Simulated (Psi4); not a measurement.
**BH2F (SMILES BF) at wB97X-D/def2-TZVPD (sweep point 5)**

Aim: the vertical ionisation energy of BH2F at wB97X-D/def2-TZVPD (sweep point 5), from 2 runs. 

Program for the calculation: Psi4 1.11.

4 further runs of the same task are left out: 4 set aside as unsound or not needed.

## (1) The molecule

BH2F has 4 atoms, charge 0, and is taken as a singlet. SMILES: `BF`. The shape is that of a PBE0-D4/def2-TZVP optimisation.

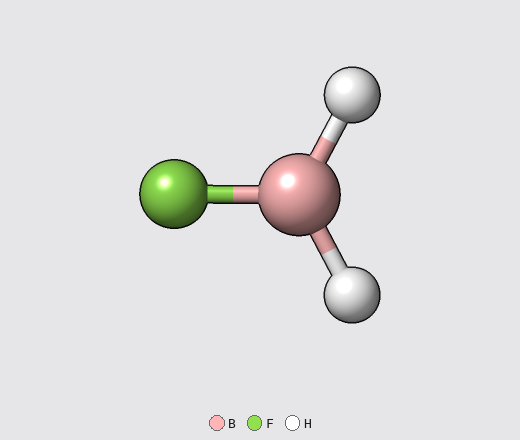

The structure, seen from a chosen angle (boron pink, fluorine green, hydrogen white).

## (2) A single-point energy at wB97X-D/def2-TZVPD (sweep point 5)

bfh2.in reads:

```
memory 1600 MB

molecule system {
  0 1
  B     -0.027300    -0.004000    -0.030800
  F      1.061200    -0.296700     0.649900
  H     -1.012500    -0.649100     0.186200
  H      0.034200     0.889600    -0.825600
  units angstrom
  symmetry c1
}

set {
  basis                def2-TZVPD
  puream               true
  scf_type             pk
  dft_radial_points    75
  dft_spherical_points 302
}

e, wfn = energy('wb97x-d', return_wfn=True)
```

Run with:

```sh
$ psi4 -n 1 bfh2.in bfh2.out
```

bfh2.out:

```text
[...]
  Running in c1 symmetry.
[...]
  Nuclear repulsion =   27.175758468175218
[...]
  Multiplicity = 1
[...]
  Nalpha       = 8
  Nbeta        = 8
[...]
    Number of basis functions: 95
[...]
   @RKS iter   1:  -125.91169582393513   -6.61405e-01   3.54515e-03 ADIIS/DIIS
[...]
   @RKS iter   7:  -125.94511818679833   -3.39245e-08   4.43418e-07 DIIS
[...]
    Orbital Energies [Eh]
    ---------------------
    Doubly Occupied:
       1A    -24.827216     2A     -6.917220     3A     -1.328174
       4A     -0.662929     5A     -0.576152     6A     -0.558240
       7A     -0.541743     8A     -0.416011
[...]
  @RKS Final Energy:  -125.94511818679833
   => Energetics <=
    Nuclear Repulsion Energy =             27.1757584681752178
    One-Electron Energy =                -227.3394291508461720
    Two-Electron Energy =                  84.8528043040760451
    DFT Exchange-Correlation Energy =     -10.6339143970853947
    Empirical Dispersion Energy =          -0.0003374111180256
    VV10 Nonlocal Energy =                  0.0000000000000000
    Total Energy =                       -125.9451181867983252
[...]
 Multipole Moments:
 ------------------------------------------------------------------------------------
     Multipole            Electronic (a.u.)      Nuclear  (a.u.)        Total (a.u.)
 ------------------------------------------------------------------------------------
 L = 1.  Multiply by 2.5417464519 to convert [e a0] to [Debye]
 Dipole X            :          1.6330830           -1.8791707           -0.2460877
 Dipole Y            :         -0.4393137            0.5054210            0.0661073
 Dipole Z            :          1.0214828           -1.1752995           -0.1538167
 Magnitude           :                                                    0.2976389
[...]
```

It took 6.9 s on 1 thread of AMD EPYC 7R13 (Zen 3), shared host; peak memory 0.66 GiB.

## (3) The doublet cation

bfh2.in reads:

```
memory 1600 mb

molecule {
  1 2
  B     -0.027300    -0.004000    -0.030800
  F      1.061200    -0.296700     0.649900
  H     -1.012500    -0.649100     0.186200
  H      0.034200     0.889600    -0.825600
  symmetry c1
}

set reference uks
set puream true
set scf_type pk
set dft_radial_points 75
set dft_spherical_points 302
set maxiter 100

energy_value, wavefunction = energy('wb97x-d/def2-TZVPD', return_wfn=True)
print_variables()
```

Run with:

```sh
$ psi4 bfh2.in bfh2.out -n 1
```

bfh2.out:

```text
[...]
  Running in c1 symmetry.
[...]
  Nuclear repulsion =   27.175758468175218
[...]
  Multiplicity = 2
[...]
  Nalpha       = 8
  Nbeta        = 7
[...]
    Number of basis functions: 95
[...]
   @UKS iter   1:  -125.46039127251116   -2.10100e-01   2.38730e-03 ADIIS/DIIS
[...]
   @UKS iter   8:  -125.48512139609647   -5.33828e-08   8.96525e-07 DIIS
[...]
   @S^2 Observed:                7.562628413E-01
[...]
    Orbital Energies [Eh]
    ---------------------
    Alpha Occupied:
       1A    -25.198571     2A     -7.289890     3A     -1.679813
       4A     -1.010069     5A     -0.941563     6A     -0.907792
       7A     -0.892248     8A     -0.798933
    Alpha Virtual:
       9A     -0.277332    10A     -0.124340    11A     -0.104973
      12A     -0.077881    13A     -0.065895    14A     -0.023689
      15A     -0.021331    16A     -0.013153    17A     -0.013040
      18A      0.014841    19A      0.023406    20A      0.055121
      21A      0.064309    22A      0.069965    23A      0.090506
      24A      0.109834    25A      0.112111    26A      0.142102
[...]
  @UKS Final Energy:  -125.48512139609647
   => Energetics <=
    Nuclear Repulsion Energy =             27.1757584681752178
    One-Electron Energy =                -221.7546416975225156
    Two-Electron Energy =                  79.5066976176963465
    DFT Exchange-Correlation Energy =     -10.4125983733274943
    Empirical Dispersion Energy =          -0.0003374111180256
    VV10 Nonlocal Energy =                  0.0000000000000000
    Total Energy =                       -125.4851213960964742
[...]
 Multipole Moments:
 ------------------------------------------------------------------------------------
     Multipole            Electronic (a.u.)      Nuclear  (a.u.)        Total (a.u.)
 ------------------------------------------------------------------------------------
 L = 1.  Multiply by 2.5417464519 to convert [e a0] to [Debye]
 Dipole X            :          0.4929056           -1.8791707           -1.3862651
 Dipole Y            :         -0.1325327            0.5054210            0.3728883
 Dipole Z            :          0.3082785           -1.1752995           -0.8670210
 Magnitude           :                                                    1.6770516
[...]
```

It took 9.3 s on 1 thread of AMD EPYC 7R13 (Zen 3), shared host; peak memory 0.66 GiB.

## (4) What came out

At wB97X-D/def2-TZVPD (sweep point 5):

```
                                          quantity          value
                        singlet BH2F: total energy  -125.94512 Eh
                       singlet BH2F: dipole moment         0.76 D
                         singlet BH2F: HOMO energy      -11.32 eV
                         singlet BH2F: LUMO energy        0.72 eV
                       singlet BH2F: HOMO–LUMO gap       12.04 eV
                   singlet BH2F: dispersion energy   -0.89 kJ/mol
                      doublet cation: total energy  -125.48512 Eh
doublet cation: HOMO energy (highest over α and β)      -21.74 eV
 doublet cation: LUMO energy (lowest over α and β)      -13.75 eV
                 doublet cation: dispersion energy   -0.89 kJ/mol
                              doublet cation: ⟨S²⟩          0.756
vertical ionisation energy (to the doublet cation)      12.517 eV
```

Removing an electron at fixed nuclei costs 12.52 eV (289 kcal/mol). −ε(HOMO) before ionisation, 11.32 eV, is 1.20 eV below this ionisation energy.
